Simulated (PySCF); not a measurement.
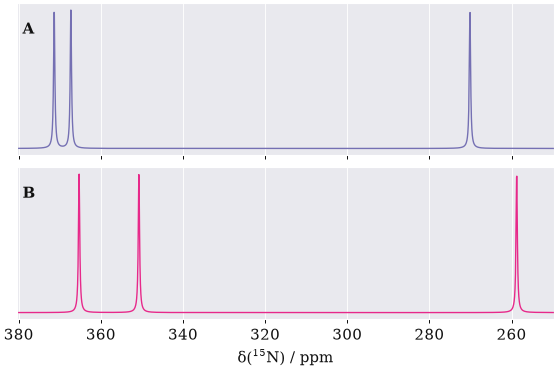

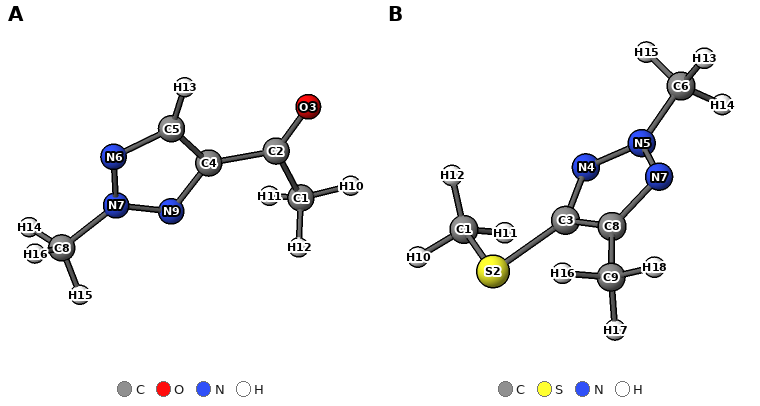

Related molecules: A is C₅H₇N₃O, SMILES CC(=O)c1cnn(C)n1; B is C₅H₉N₃S, SMILES CSc1nn(C)nc1C. GIAO ¹⁵N shifts against NH₃ (¹⁵N: a single molecule, while the usual scales start at liquid NH₃ or nitromethane; multiply bonded nitrogen can come out tens of ppm too deshielded), PBE0/pcSseg-1 with PySCF, at a GFN2-xTB geometry (no frequency check); fully decoupled, line heights follow the number of nuclei within a panel, widths are arbitrary (no quadrupolar broadening); values of one conformer, averaged over methyl-type rotors and exact or near symmetry; other conformers aren't averaged in.

### Assign the ¹⁵N signals of each molecule.

A: 371.4 (N9); 367.3 (N6); 270.1 (N7)
B: 365.3 (N7); 350.7 (N4); 258.7 (N5)

Caveats, for all or some of the runs: the tight-binding geometry is rougher than a DFT one and adds to the error.
